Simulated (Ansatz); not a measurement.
# V_H in MgH2 (Pbcn): charge-transition levels and formation energies

Wanted: the transition levels of a vacancy in MgH2 (Pbcn), from a cell of 96 host atoms with 1 H taken out.

Program: Ansatz 0.2.0. Level of theory: place-levels on PBEsol runs: charge-transition levels and formation energies with image-charge correction and potential alignment at the atomic sites. Results are calculated unless marked as measured.

**1. The structure**

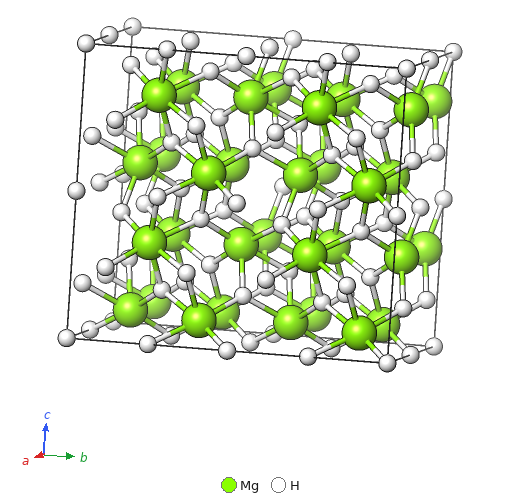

The starting structure, seen slightly off an axis (magnesium green, hydrogen white). Bonds to atoms that aren't drawn are left out. Some periodic images of atoms are drawn too.

The cell holds 95 atoms: 32 Mg and 63 H. Its edges and angles: a = 8.952 Å, b = 10.787 Å, c = 9.789 Å, α = 90.0°, β = 90.0°, γ = 90.0°. It derives from MgH2 (space group Pbcn). Nearest the centre at fractional (0.635, 0.447, 0.539): Mg62 at 1.90 Å, Mg49 at 1.94 Å, Mg86 at 1.99 Å, H80 at 2.48 Å, H65 at 2.65 Å, H95 at 2.70 Å, H83 at 2.70 Å, H93 at 2.70 Å.

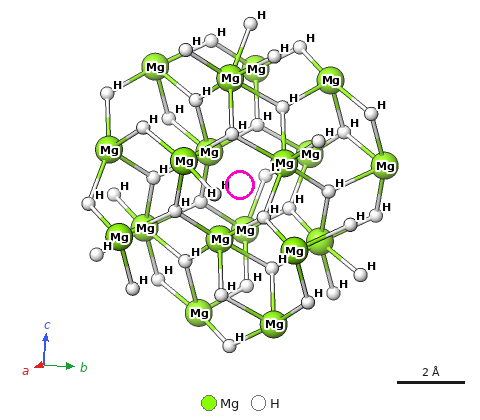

The atoms within 5 Å of the centre. A ring marks the centre wherever it is empty.

Screening for the image-charge correction: ε∞ = (4.23, 4.33, 4.34), ε0 = (11.82, 11.40, 11.83), from a response run on this crystal (DFPT, PBEsol) at that run's own cell.

The cell's shortest repeat is 9.0 Å.

**2. The runs of each charge state**

A transition level is the Fermi level at which two charge states cost the same, so each charge needs its own total energy, at its own relaxed structure.

Each atom starts 0.05 Å or so off its site in a random direction. Forces are taken at one point at (¼, ¼, ¼). The cell holds 1 electron more than the neutral one, with a uniform background that keeps it neutral on the whole.

The sampling was tested on the host first: at the k-points planned (1x1x1 shifted 0.25 0.25 0.25) its energy lies 0.000 eV an atom from the dense-mesh value, under the bound of 0.02 eV set for this test; that bounds the host's error, not the defect's.

One state's input; the others differ in charge, spin, start and seed, and in occupations where the table says so.

File qm1.relax/input.yaml:

```yaml
crystal:
  lattice:
    - [8.95206302, 0.0, 0.0]
    - [0.0, 10.78733776, 0.0]
    - [0.0, 0.0, 9.78929049]
  atoms:
    - { symbol: Mg, position: [0.25, 0.41523406, 0.375] }
    - { symbol: Mg, position: [0.0, 0.33476594, 0.125] }
[... 4 atom lines left out ...]
    - { symbol: H, position: [0.38500207, 0.3030364, 0.46055013] }
[... 6 atom lines left out ...]
    - { symbol: Mg, position: [0.0, 0.33476594, 0.625] }
[... 2 atom lines left out ...]
    - { symbol: H, position: [0.36499793, 0.4469636, 0.71055013] }
[... 15 atom lines left out ...]
    - { symbol: H, position: [0.36499793, 0.5530364, 0.46055013] }
[... 15 atom lines left out ...]
    - { symbol: Mg, position: [0.75, 0.41523406, 0.375] }
[... 2 atom lines left out ...]
    - { symbol: Mg, position: [0.5, 0.16523406, 0.375] }
[... 1 atom line left out ...]
    - { symbol: H, position: [0.61499793, 0.3030364, 0.28944987] }
    - { symbol: H, position: [0.88500207, 0.3030364, 0.46055013] }
[... 5 atom lines left out ...]
    - { symbol: Mg, position: [0.75, 0.41523406, 0.875] }
    - { symbol: Mg, position: [0.5, 0.33476594, 0.625] }
[... 2 atom lines left out ...]
    - { symbol: H, position: [0.86499793, 0.4469636, 0.71055013] }
    - { symbol: H, position: [0.61499793, 0.3030364, 0.78944987] }
[... 2 atom lines left out ...]
    - { symbol: H, position: [0.61499793, 0.1969636, 0.53944987] }
[... 5 atom lines left out ...]
    - { symbol: Mg, position: [0.5, 0.66523406, 0.375] }
[... 4 atom lines left out ...]
    - { symbol: H, position: [0.86499793, 0.5530364, 0.46055013] }
[... 2 atom lines left out ...]
    - { symbol: H, position: [0.63500207, 0.5530364, 0.28944987] }
[... 2 atom lines left out ...]
    - { symbol: Mg, position: [0.75, 0.58476594, 0.625] }
[... 6 atom lines left out ...]
    - { symbol: H, position: [0.61499793, 0.6969636, 0.53944987] }
[... 1 atom line left out ...]
    - { symbol: H, position: [0.63500207, 0.5530364, 0.78944987] }
  host:
    repeats: [2, 2, 2]
    atoms:
      - { symbol: Mg, position: [0.5, 0.83046813, 0.75] }
      - { symbol: Mg, position: [0.0, 0.66953187, 0.25] }
      # ... 10 more atoms of the perfect host
total_charge: -1
basis:
  ecutwfc: 420
  xc_grid: 2
hamiltonian:
  xc: pbesol
kpoints:
  mp_grid: { grid: [1, 1, 1], shift: [0.25, 0.25, 0.25] }
scf:
  occupations: { method: fixed }
  max_iter: 80
output:
  forces: true
  charged_corrections:
    epsilon: [4.23, 4.33, 4.34]
    static_epsilon: [11.82, 11.4, 11.83]
    defect_position: [0.635002, 0.446964, 0.53945]
relax:
  f_tol: 0.02
  max_steps: 80
  random_displacement: { amplitude: 0.05, seed: 7940 }
checkpoint:
  write: "../qm1.relax.run"
  compress: false
  write_wavefunctions: true
  write_every: 100000
```

Command:

```bash
> ansatz run input.yaml --threads 4 --pin off --max-ram 7536MiB --backend cpu --events-out ev --progress --plain --runs-dir out
```

The relaxed structure is kept and the sampling changed to a 2×2×2 shifted mesh.

The run of this state that the levels use, under PBEsol:

File qm1.point/input.yaml:

```yaml
crystal:
  checkpoint: "../qm1.relax.run"
  host: checkpoint
total_charge: -1
basis:
  ecutwfc: 420
  xc_grid: 2
hamiltonian:
  xc: pbesol
kpoints:
  mp_grid: { grid: [2, 2, 2], shift: [0.5, 0.5, 0.5] }
scf:
  occupations: { method: fermi_dirac, width: 0.01 }
  max_iter: 80
output:
  forces: true
  eigenvalues: true
  charged_corrections:
    epsilon: [4.23, 4.33, 4.34]
    static_epsilon: [11.82, 11.4, 11.83]
    defect_position: [0.635002, 0.446964, 0.53945]
  eigenstates: { localisation: true }
  populations: true
  band_densities: [{ bands: [v1, v1] }, { bands: [c1, c1] }]
  write_density: true
  write_potential: true
  volumetric_format: npy
checkpoint:
  read: "../qm1.relax.run"
  write: "../qm1.point.run"
  compress: false
  write_wavefunctions: false
  write_every: 100000
```

Relaxations under PBEsol at one point at (¼, ¼, ¼); times on 4 threads of Arm Neoverse V1, shared host:

```
charge  moment (μB)  occupations    outcome  steps  largest displacement against the far atoms (Å)  time
    −1            0        fixed  converged      5                                            0.30  48 s
     0            1        fixed  converged      4                                            0.05  77 s
    +1            0        fixed  converged      4                                            0.33  42 s
```

Single points under PBEsol at a 2×2×2 shifted mesh; times on 4 threads of Arm Neoverse V1, shared host:

```
charge  moment (μB)  occupations    outcome     time
    −1            0  fermi-dirac  converged     87 s
     0            1  fermi-dirac  converged  2.7 min
    +1            0  fermi-dirac  converged     72 s
```

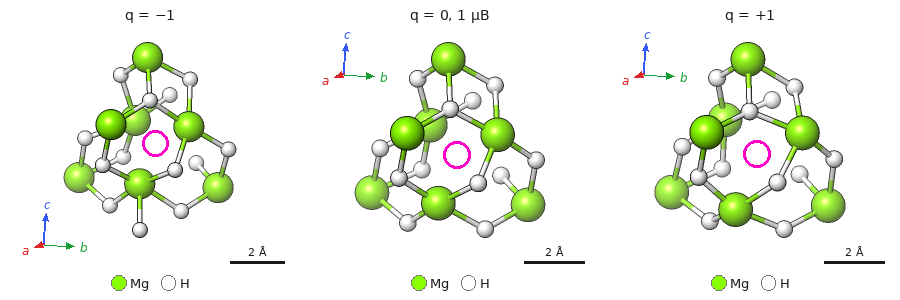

The structures near the centre after relaxation with PBEsol, by charge. A ring marks the centre wherever it is empty.

Distances (Å) from the ideal centre to the nearest atoms after relaxation with PBEsol:

```
charge  moment (μB)       1.       2.       3.      4.      5.      6.
    −1            0  Mg 1.61  Mg 1.80  Mg 1.87  H 2.51  H 2.73  H 2.74
     0            1  Mg 1.88  Mg 1.94  Mg 2.04  H 2.43  H 2.65  H 2.68
    +1            0  Mg 2.23  Mg 2.24  Mg 2.24  H 2.36  H 2.50  H 2.60
```

**3. Levels against the band edges, PBEsol**

A charged cell interacts with its images and the background, and its potential has another zero than the host's. place-levels removes the first by a point-charge model, screened by the static dielectric constant since the ions have relaxed around the charge, and the second by comparing potentials at atoms far from the defect.

The host is a run of the defect-free crystal in the same cutoffs, grids and k-points, so that basis and sampling errors cancel in part in the differences. Its band edges come from a run of the primitive cell that searches the zone for them. The host is run in a cell of 24 atoms on a matching mesh. Chemical potentials are energies per atom of H (H2 molecule), run with the same functional and cutoff.

File levels.point.yaml:

```yaml
host:
  run: host.point.run
  levels_from: { run: edges.point.run }
states: [qm1.point.run, q0_M1.point.run, qp1.point.run]
geometry_from:
  qm1.point.run: qm1.relax.run
  q0_M1.point.run: q0_M1.relax.run
  qp1.point.run: qp1.relax.run
  host.point.run: host.relax.run
chemical_potentials:
  H:
    energy: -15.609288
    dataset: "<sha256 of the dataset>"
epsilon: [4.23, 4.33, 4.34]
static_epsilon: [11.82, 11.4, 11.83]
vertical:
  - { from: qm1.point.run, to: qm1.point_neutral.run }
  - { from: qp1.point.run, to: qp1.point_neutral.run }
```

Command:

```bash
> ansatz place-levels levels.point.yaml -- --threads 4 --pin off --max-ram 7536MiB
```

Numbers of over 12 decimals in the logs are rounded to 6 here.

Output:

```text
[... repeated set-up lines and file paths are left out, and long positions are rounded to six places ...]
(+1/0) 2.265 eV above the valence edge, 1.135 eV under the conduction edge
(0/-1) 2.694 eV above the valence edge, 0.706 eV under the conduction edge
formation energy of charge +1: -0.923 eV with the Fermi level at the valence edge
formation energy of charge 0: +1.342 eV with the Fermi level at the valence edge
formation energy of charge -1: +4.036 eV with the Fermi level at the valence edge
vertical -1 to 0: no energy, since no alignment is typed
  the change from vertical[0].from (qm1.point.run) to vertical[0].to (qm1.point_neutral.run): by its potential at epsilon [4.23, 4.33, 4.34] it stands at 0.644 0.447 0.528, with an rms radius of about 2.0 Å (1.2 1.2 1.2 Å across the planes of the cell's [...]
vertical +1 to 0: no energy, since no alignment is typed
  the change from vertical[1].from (qp1.point.run) to vertical[1].to (qp1.point_neutral.run): by its potential at epsilon [4.23, 4.33, 4.34] it stands at 0.638 0.440 0.526, with an rms radius of about 2.2 Å (1.3 1.3 1.2 Å across the planes of the cell's [...]
  edges by pbesol of host.levels_from (edges.point.run), its mesh sampled to repeats of 26.86 Å (the valence edge +0.253 eV and the conduction edge -0.394 eV from those of the host's own run), gap 3.400 eV; the host is sampled to repeats of 26.53 Å
  the defect's cells are sampled to repeats of 26.53 Å, like sampling
  charge +1: -62192.4647 eV with its correction of +0.158 eV, at epsilon [11.82, 11.4, 11.83], aligned at sites: -0.0185 eV, mean over 62 atomic sites at or beyond 4.48 Å from the defect at [0.6350, 0.4470, 0.5395], with +0.000000 for the charge's moments and [...]
  charge 0: +0.000 eV for its dipole among its images, +0.000 omitted
  charge -1: -62182.8421 eV with its correction of +0.176 eV, at epsilon [11.82, 11.4, 11.83], aligned at sites: -0.0002 eV, mean over 62 atomic sites at or beyond 4.48 Å from the defect at [0.6350, 0.4470, 0.5395], with +0.000000 for the charge's moments and [...]
  of states[2] (qp1.point.run): its displacements don't fall off away from the defect: farther atoms stand 0.028 Å off the host's places. [...]
  of states[1] (q0_M1.point.run): stability_check_not_made
  of vertical[1].from (qp1.point.run): its displacements don't fall off away from the defect: farther atoms stand 0.028 Å off the host's places. [...]
  of vertical[1].to (qp1.point_neutral.run): its displacements don't fall off away from the defect: farther atoms stand 0.028 Å off the host's places. [...]
```

It took 0.4 s on 4 threads of Arm Neoverse V1, shared host.

Levels between the charges placed, in eV above the valence top:

```
        gap (eV)  (+1/0)  (0/−1)
PBEsol      3.40    2.27    2.69
```

Corrections by state:

```
charge  moment (μB)  image terms and alignment (eV)  band filling (eV)                                  ε used  over the lowest of its charge, as the program ranks them, band filling apart (eV)
    +1          0.0                           0.158                  -  principal values (11.40, 11.82, 11.83)                                                                              0.000
     0          1.0                           0.000                  -                                       -                                                                              0.000
    −1          0.0                           0.176                  -  principal values (11.40, 11.82, 11.83)                                                                              0.000
```

The charged structures listed were also run neutral, and place-levels reads from each pair, by the potential or the spins, how wide the charge is by which they differ; that can be the carrier of either run.

```
charge  rms radius (Å)  spread where it is widest against the cell (Å)  wide from (Å)  reading
    +1             2.2                                            1.27           1.55   narrow
    −1             2.0                                            1.16           1.55   narrow
```

The neutral runs of these pairs need not share the spin of the lowest neutral state, and very wide values only mean spread over the cell.

From the program's caveats on the states, each cut to its opening words:

- charge +1: its displacements don't fall off away from the defect: farther atoms stand 0.028 Å off the host's places
- charge 0 (1 μB): flagged: stability check not made

The host's formation energy from the elements is -0.209 eV per atom; it sets how far the chemical potentials can move.

Limit set by the element alone; other compounds of these elements are not counted. Chemical potentials from the elements' reference states: H 0.00 eV, Mg -0.63 eV. Formation energies (H-rich), with the Fermi level at the valence top and at the conduction bottom (gap 3.40 eV):

```
charge  at valence top (eV)  at conduction bottom (eV)  correction included (eV)
    +1                -0.92                       2.48                      0.16
     0                 1.34                       1.34                      0.00
    −1                 4.04                       0.64                      0.18
```

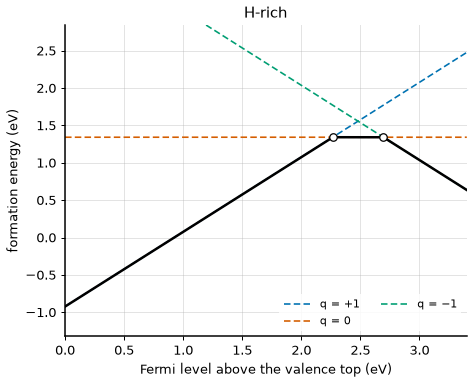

Formation energy against Fermi level; the thick line follows the lowest charge state and circles mark the transition levels.

Limit set by the element alone; other compounds of these elements are not counted. Chemical potentials from the elements' reference states: Mg 0.00 eV, H -0.31 eV. Formation energy by charge state (Mg-rich; gap 3.40 eV):

```
charge  at valence top (eV)  at conduction bottom (eV)  correction included (eV)
    +1                -1.24                       2.16                      0.16
     0                 1.03                       1.03                      0.00
    −1                 3.72                       0.32                      0.18
```

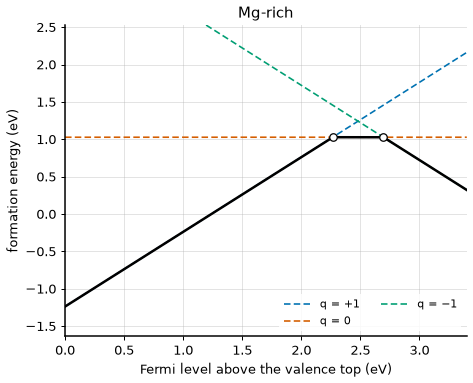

Formation energy against Fermi level; the thick line follows the lowest charge state and circles mark the transition levels.

**4. The same at the relaxations' own k-points**

The relaxations' own energies give the levels at their sampling, for comparison.

File levels.relax_mesh.yaml:

```yaml
host:
  run: host.relax.run
  levels_from: { run: edges.relax.run }
states: [qm1.relax.run, q0_M1.relax.run, qp1.relax.run]
chemical_potentials:
  H:
    energy: -15.609288
    dataset: "<sha256 of the dataset>"
```

Command:

```bash
> ansatz place-levels levels.relax_mesh.yaml -- --threads 4 --pin off --max-ram 7536MiB
```

Output:

```text
(+1/0) 2.271 eV above the valence edge, 1.130 eV under the conduction edge
(0/-1) 2.704 eV above the valence edge, 0.696 eV under the conduction edge
formation energy of charge +1: -0.926 eV with the Fermi level at the valence edge
formation energy of charge 0: +1.345 eV with the Fermi level at the valence edge
formation energy of charge -1: +4.049 eV with the Fermi level at the valence edge
  edges by pbesol of host.levels_from (edges.relax.run), its mesh sampled to repeats of 26.86 Å (the valence edge +0.253 eV and the conduction edge -0.394 eV from those of the host's own run), gap 3.400 eV; the host is sampled to repeats of 13.27 Å
[... the lines on each state left out ...]
```

Wall time 0.16 s (4 threads).

Levels between neighbouring charges, in eV above the valence top:

```
                        gap (eV)  (+1/0)  (0/−1)
one point at (¼, ¼, ¼)      3.40    2.27    2.70
  a 2×2×2 shifted mesh      3.40    2.27    2.69
```

Going from one point at (¼, ¼, ¼) to a 2×2×2 shifted mesh moves the levels that carry no band-filling term by up to 0.01 eV and formation energies against the elements by up to 0.01 eV.

**5. A changed set-up**

The levels are placed again with one choice changed, to see how much they rest on it.

levels.try0.yaml is levels.point.yaml with these lines changed:

```diff
-static_epsilon: [11.82, 11.4, 11.83]
+static_epsilon: [4.23, 4.33, 4.34]
```

Command:

```bash
> ansatz place-levels levels.try0.yaml -- --threads 4 --pin off --max-ram 7536MiB
```

Output:

```text
(+1/0) 2.060 eV above the valence edge, 1.341 eV under the conduction edge
(0/-1) 2.900 eV above the valence edge, 0.500 eV under the conduction edge
formation energy of charge +1: -0.717 eV with the Fermi level at the valence edge
formation energy of charge 0: +1.342 eV with the Fermi level at the valence edge
formation energy of charge -1: +4.242 eV with the Fermi level at the valence edge
vertical -1 to 0: no energy, since no alignment is typed
vertical +1 to 0: no energy, since no alignment is typed
[...]
[... the lines on each state left out ...]
```

The change: the electronic dielectric constant for relaxed ions.

Levels in eV above the valence top; the changed ones are not the defect's:

```
           gap (eV)  (+1/0)  (0/−1)
  changed      3.40    2.06    2.90
as set up      3.40    2.27    2.69
```

The largest shift is 0.21 eV.

**6. Another choice**

A choice is tested by changing it alone.

levels.try1.yaml is levels.point.yaml with these lines changed:

```diff
-epsilon: [4.23, 4.33, 4.34]
-static_epsilon: [11.82, 11.4, 11.83]
+epsilon: 500.0
+static_epsilon: 500.0
```

Command:

```bash
> ansatz place-levels levels.try1.yaml -- --threads 4 --pin off --max-ram 7536MiB
```

Output:

```text
(+1/0) 2.381 eV above the valence edge, 1.019 eV under the conduction edge
(0/-1) 2.579 eV above the valence edge, 0.822 eV under the conduction edge
formation energy of charge +1: -1.039 eV with the Fermi level at the valence edge
formation energy of charge 0: +1.342 eV with the Fermi level at the valence edge
formation energy of charge -1: +3.921 eV with the Fermi level at the valence edge
vertical -1 to 0: no energy, since no alignment is typed
vertical +1 to 0: no energy, since no alignment is typed
[...]
[... the lines on each state left out ...]
```

The change: a very large dielectric constant, which removes the point-charge term and changes the alignment.

Levels in eV above the valence top; the changed ones are not the defect's:

```
           gap (eV)  (+1/0)  (0/−1)
  changed      3.40    2.38    2.58
as set up      3.40    2.27    2.69
```

The largest shift is 0.12 eV.

**7. Outcome**

```yaml
gap_of_the_host: 3.40 eV (PBEsol)
level_plus_1_over_0: 2.27 eV above the valence top
level_0_minus_1: 2.69 eV above the valence top
lowest_of_the_charges_placed_just_above_the_valence_top_0p02_ev: +1
lowest_of_the_charges_placed_just_below_the_conduction_bottom_0p02_ev: −1
lowest_formation_energy_at_mid_gap_of_the_charges_run_h_rich: 0.78 eV
lowest_formation_energy_at_mid_gap_of_the_charges_run_mg_rich: 0.46 eV
```

**Reading.** Of the charges placed (−1, 0 and +1), the lowest changes at 2.27 eV (+1/0) and 2.69 eV (0/−1) above the valence top, in a gap of 3.40 eV. Charges above +1 and below −1 were not placed, so these runs say nothing of levels that involve them. States placed: +1 at 0 μB; 0 at 1 μB; −1 at 0 μB. Other spin states or structures, where not listed, weren't placed. Going from one point at (¼, ¼, ¼) to a 2×2×2 shifted mesh moves the levels that carry no band-filling term by up to 0.01 eV and formation energies against the elements by up to 0.01 eV. What this leaves open: the images are only 9.0 Å apart; PBEsol makes the gap too small and tends to spread out bound carriers.

[Logs are printed without paths, hosts, clocks, repeated set-up lines and the standing remarks that a program may print on its own settings, such as how far it seeks lower states.]

[Hosts, paths, dates, database ids (printed as entryN), source tags and the programs' standing remarks are cut or masked in the printed files.]

[Where a table of states has a column of steps, it counts the stored structures, which are thinned; the runs took as many ionic steps or more.]

[A defect's name tells the site on which it was built; relaxed atoms can leave that site.]

[For some hosts the program warned that the k-mesh of the response run may be too coarse for force constants and the static dielectric constant; such warnings are not shown here.]
